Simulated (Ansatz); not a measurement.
Consider BeS2.

Input

```
crystal:
  lattice:
    - [4.6090903584, 0.0, 0.0]
    - [0.0, 4.6090903584, 0.0]
    - [0.0, 0.0, 5.3351339344]
  atoms:
    - { symbol: Be, position: [0.0, 0.0, 0.0] }
    - { symbol: Be, position: [0.5, 0.5, 0.0] }
    - { symbol: S, position: [0.8397691066, 0.3397691066, 0.213821299] }
    - { symbol: S, position: [0.1602308934, 0.6602308934, 0.213821299] }
    - { symbol: S, position: [0.3397691066, 0.1602308934, 0.786178701] }
    - { symbol: S, position: [0.6602308934, 0.8397691066, 0.786178701] }
basis:
  ecutwfc: 420
kpoints:
  mp_grid: { grid: [6, 6, 6] }
hamiltonian:
  xc: pbe
scf:
  occupations: { method: gaussian, width: 0.02 }
output:
  forces: true
  stress: true
  eigenvalues: true
  write_density: true
  write_potential: true
  elf: true
  volumetric_format: npy
relax:
  adjacent_minimum: "off"
  f_tol: 0.01
  max_steps: 30
  cell: { stress_tol: 0.1, fix: [volume] }
```

Launched as:

```sh
ansatz run input.yaml --threads 1 --pin off --max-ram 2560MiB --backend cpu --events-out ev --progress --plain --runs-dir out
```

Below, planes, directions and counts refer to the conventional cell (a = 4.65 Å, b = 4.65 Å, c = 5.23 Å, α = 90.00°, β = 90.00°, γ = 90.00°).

The fields are those of the relaxed geometry.

Space group P-42₁m; a generated structure, not necessarily the stable one; changed on purpose from its base cell (volume × 0.88, shape and atoms relaxed).

These are results of Ansatz 0.2.0, DFT PBE, scalar-relativistic, plane waves, PAW, not measurements.

Q: What can the converged valence pseudo-density and electron localisation function tell about the bonding?

A: Be–S (2.09 Å): the density is about 0.69 e/Å³ at the midpoint; the ELF peaks at about 0.95 between the atoms: a shared but strongly polarised pair.

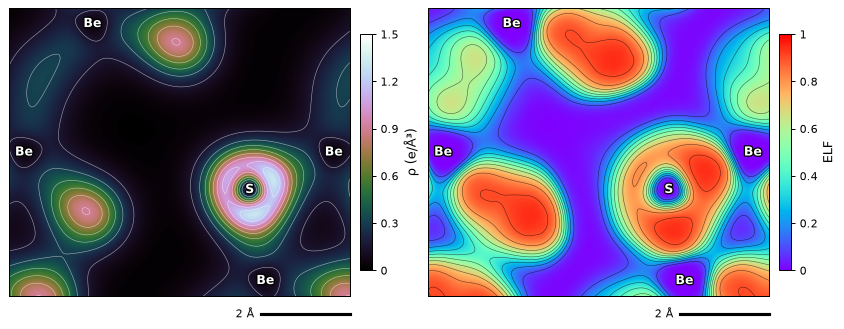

Computed valence pseudo-density and electron localisation function on the (111) plane of the conventional cell, in this order. Atoms just off the plane (S, 0.8 Å away) can leave unmarked features too.

Core electrons are frozen (PAW), and the valence fields are smoothed inside the atomic spheres.
